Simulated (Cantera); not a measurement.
A closed system holds: 1 mol Si3N4, 0.0076 mol O2, 820 mol H2, equilibrated at 750 Torr.

Equilibrium computed with Cantera from the NASA thermochemical tables; the gas is ideal and each condensed phase is pure. Candidate condensed phases: H2O, Si, SiO2, Si2N2O, Si3N4; 35 gas species. Mutual solubility and eutectic melting of coexisting phases are not modelled. Gases not in the tables: Si2H6 and higher silanes. Equilibrium is a limit: real reactors are often held back by kinetics, nucleation or transport.

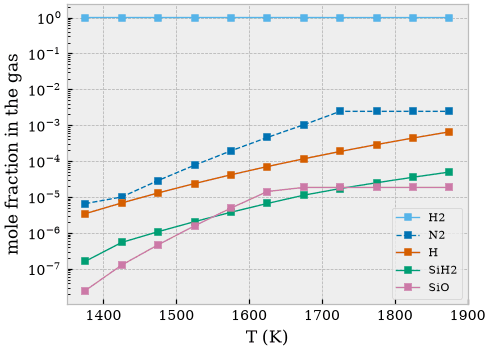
Figure. Equilibrium gas composition (values under 1e-9 drawn at 1e-9)

Question: Read off the mole fractions at 1625 K.

Answer: H2 about 1.00, N2 about 0.00046, H about 7.1e-5, SiO about 1.4e-5, SiH2 about 6.6e-6.
